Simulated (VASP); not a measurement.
Band structure of FePt (L1_0). Calculation: PBE GGA with spin-orbit coupling, VASP's PBE PAW potentials (set 64) (plane waves; VASP).

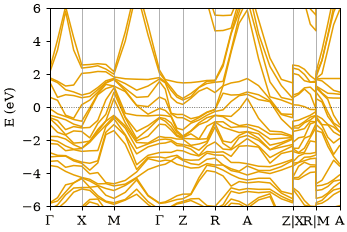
Fig. 1. Bands along high-symmetry lines, zero at the valence-band maximum or, without a gap, the Fermi level

### Question
Read the plot: is there a gap, and where are the band edges?

### Answer
It has no gap at this level: it comes out as a metal or semimetal.

The compound is FePt in the L1_0 structure. It was relaxed first.
